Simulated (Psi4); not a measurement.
# GaH2OF (SMILES [OH][GaH][F]) at B3LYP/6-31G(d) (Cartesian functions)

What is the vertical singlet–triplet gap of GaH2OF at B3LYP/6-31G* (Cartesian functions)? 

The results are computed with Psi4 1.11.

1 further run of the same task is left out (set aside as unsound or not needed).

## Step 1: Starting point

The species is GaH2OF (5 atoms), meant as a singlet with charge 0. SMILES: `[OH][GaH][F]`. Geometry: relaxed at PBE0-D4/def2-TZVP. This is one conformer, not always the lowest.

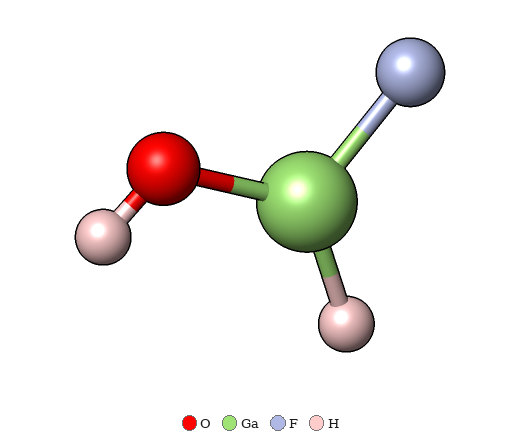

The structure, seen from a chosen angle (oxygen red, gallium green, fluorine light blue, hydrogen pink).

## Step 2: A single-point energy at B3LYP/6-31G(d) (Cartesian functions)

File job.in:

```
memory 2200 MB

molecule geom {
  0 1
  O     -1.130400    -0.588700    -0.283800
  Ga     0.383700     0.280500     0.015600
  F      0.438300     1.777800    -0.881200
  H     -1.210600    -1.420700     0.187200
  H      1.569000    -0.122600     0.920900
  symmetry c1
}

set {
  basis                6-31G*
  puream               false
  e_convergence        1e-09
  d_convergence        1e-08
  scf_type             pk
  dft_radial_points    99
  dft_spherical_points 590
}

result, w = energy("b3lyp", return_wfn=True)
oeprop(w, "LOWDIN_CHARGES", "QUADRUPOLE", "DIPOLE", title="B3LYP")
```

Started as:

```
$ psi4 -n 1 job.in job.out
```

job.out:

```text
[...]
  Running in c1 symmetry.
[...]
  Nuclear repulsion =  198.339104248547613
[...]
  Multiplicity = 1
[...]
  Nalpha       = 25
  Nbeta        = 25
[...]
    Number of basis functions: 69
[...]
   @RKS iter   1: -2098.91454151201333   -1.58097e+00   4.59144e-02 ADIIS/DIIS
[...]
   @RKS iter  13: -2100.94629911600350    1.81899e-12   1.52955e-09 DIIS
[...]
    Orbital Energies [Eh]
    ---------------------
    Doubly Occupied:
       1A   -372.588081     2A    -45.971406     3A    -40.729744
       4A    -40.725026     5A    -40.724466     6A    -24.649238
       7A    -19.156798     8A     -5.543584     9A     -3.832182
      10A     -3.822450    11A     -3.821786    12A     -1.120174
      13A     -0.995567    14A     -0.862330    15A     -0.860918
      16A     -0.859996    17A     -0.853681    18A     -0.846509
      19A     -0.512361    20A     -0.444037    21A     -0.387941
      22A     -0.375139    23A     -0.368623    24A     -0.326427
      25A     -0.320953
[...]
  @RKS Final Energy: -2100.94629911600350
   => Energetics <=
    Nuclear Repulsion Energy =            198.3391042485476135
    One-Electron Energy =               -3323.2007723204542344
    Two-Electron Energy =                1100.3695060836155335
    DFT Exchange-Correlation Energy =     -76.4541371277126700
    Empirical Dispersion Energy =           0.0000000000000000
    VV10 Nonlocal Energy =                  0.0000000000000000
    Total Energy =                      -2100.9462991160035017
[...]
 Multipole Moments:
 ------------------------------------------------------------------------------------
     Multipole            Electronic (a.u.)      Nuclear  (a.u.)        Total (a.u.)
 ------------------------------------------------------------------------------------
 L = 1.  Multiply by 2.5417464519 to convert [e a0] to [Debye]
 Dipole X            :          2.0444955           -1.6910212            0.3534742
 Dipole Y            :          1.7477995           -2.7318160           -0.9840165
 Dipole Z            :          0.0486299            0.7562426            0.8048725
 Magnitude           :                                                    1.3194893
 L = 2.  Multiply by 1.3450342976 to convert [e a0^2] to [Debye ang]
 Quadrupole XX       :        -90.6089285           69.4034812          -21.2054473
 Quadrupole XY       :        -52.1227366           52.0928293           -0.0299074
[...]
```

It took 8.7 s on 1 thread of Intel Xeon at 2.60GHz (Ice Lake), shared host; peak memory 0.71 GiB.

## Step 3: The triplet: energy and gradient at UB3LYP/6-31G(d) (Cartesian functions)

File fgah2o.dat:

```
memory 2200 MB

molecule m {
  0 3
  O     -1.130400    -0.588700    -0.283800
  Ga     0.383700     0.280500     0.015600
  F      0.438300     1.777800    -0.881200
  H     -1.210600    -1.420700     0.187200
  H      1.569000    -0.122600     0.920900
  symmetry c1
  no_reorient
  no_com
}

set {
  basis                6-31G*
  reference            uks
  puream               false
  e_convergence        1e-09
  d_convergence        1e-08
  scf_type             pk
  dft_radial_points    99
  dft_spherical_points 590
  maxiter              100
}

e, wfn = gradient("b3lyp", return_wfn=True)
oeprop(wfn, "MULLIKEN_CHARGES", "LOWDIN_CHARGES", "QUADRUPOLE")
print_variables()
```

Started as:

```
$ psi4 fgah2o.dat fgah2o.out -n 1
```

fgah2o.out (excerpt; [...] marks lines left out):

```text
[...]
  Running in c1 symmetry.
[...]
  Nuclear repulsion =  198.339104248547613
[...]
  Multiplicity = 3
[...]
  Nalpha       = 26
  Nbeta        = 24
[...]
    Number of basis functions: 69
[...]
   @UKS iter   1: -2098.57125545632425   -1.23768e+00   4.64312e-02 ADIIS/DIIS
[...]
   @UKS iter  20: -2100.70433098562989   -1.36424e-12   7.11710e-09 DIIS
[...]
   @S^2 Observed:                2.005050333E+00
[...]
  @UKS Final Energy: -2100.70433098562989
   => Energetics <=
    Nuclear Repulsion Energy =            198.3391042485476135
    One-Electron Energy =               -3321.4818685079544593
    Two-Electron Energy =                1098.8218477379475644
    DFT Exchange-Correlation Energy =     -76.3834144641709543
    Empirical Dispersion Energy =           0.0000000000000000
    VV10 Nonlocal Energy =                  0.0000000000000000
    Total Energy =                      -2100.7043309856298947
[...]
  -Total Gradient:
     Atom            X                  Y                   Z
    ------   -----------------  -----------------  -----------------
       1        0.097253446113    -0.002258989979     0.055200181041
       2       -0.080445597280    -0.039659508470    -0.019909370072
       3       -0.001886031837    -0.017830861799     0.009986562476
       4        0.007771793539     0.059283002477    -0.032420524371
       5       -0.022622151595     0.000457138060    -0.012811601556
[...]
 Multipole Moments:
 ------------------------------------------------------------------------------------
     Multipole            Electronic (a.u.)      Nuclear  (a.u.)        Total (a.u.)
 ------------------------------------------------------------------------------------
 L = 1.  Multiply by 2.5417464519 to convert [e a0] to [Debye]
 Dipole X            :        -13.8397033           13.5202345           -0.3194688
 Dipole Y            :        -35.7914771           34.8518410           -0.9396361
 Dipole Z            :         16.6751392          -16.2695971            0.4055421
 Magnitude           :                                                    1.0721197
 L = 2.  Multiply by 1.3450342976 to convert [e a0^2] to [Debye ang]
 Quadrupole XX       :        -94.8253895           73.0022250          -21.8231645
 Quadrupole XY       :        -60.7668762           61.4245394            0.6576631
[...]
  Mulliken Charges: (a.u.)
   Center  Symbol    Alpha    Beta     Spin     Total
[...]
```

It took 24 s on 1 thread of Intel Xeon at 2.60GHz (Ice Lake), shared host; peak memory 0.71 GiB.

## Step 4: Results

At B3LYP/6-31G* (Cartesian functions):

| quantity | value |
| --- | --- |
| singlet: total energy | -2100.94630 Eh |
| singlet: dipole moment | 3.35 D |
| singlet: HOMO energy | -8.73 eV |
| singlet: LUMO energy | -1.05 eV |
| singlet: HOMO–LUMO gap | 7.69 eV |
| triplet: total energy | -2100.70433 Eh |
| triplet: dipole moment | 2.73 D |
| triplet: HOMO energy (highest over α and β) | -3.04 eV |
| triplet: ⟨S²⟩ | 2.005 |
| triplet: largest force on an atom | 5.752 eV/Å |
| vertical energy of the triplet above the singlet | 6.584 eV |

In words: At this shape the triplet lies 6.58 eV (635 kJ/mol) above the singlet.
